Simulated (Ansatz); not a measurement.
```xyz
6

Si   -0.7697    0.6750   -0.6880
H     1.5529   -0.3778   -0.5176
O     0.9707   -0.0230    0.1621
H    -1.3819   -0.7086   -0.4519
H    -1.1641    1.1605    0.6996
H     0.7922   -0.7262    0.7959
```

These are results of RKS PBE0/def2-TZVP (Ansatz 0.2.0), not measurements.

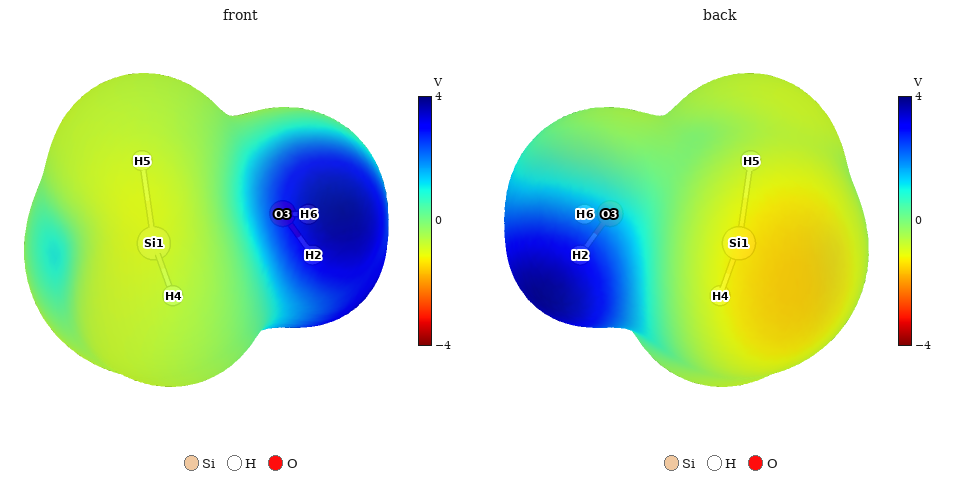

H2Si···H2O. The electrostatic potential painted on the density surface at 0.002 e/bohr³, seen from the front and from behind; the colour scale runs from red (negative) to blue (positive).

**Describe the electrostatic potential map.**

The most negative region (about −1.6 V, or −37 kcal/mol for a unit charge) lies over Si1, the most positive (about +3.8 V, or +88 kcal/mol for a unit charge) over H2 and H6.
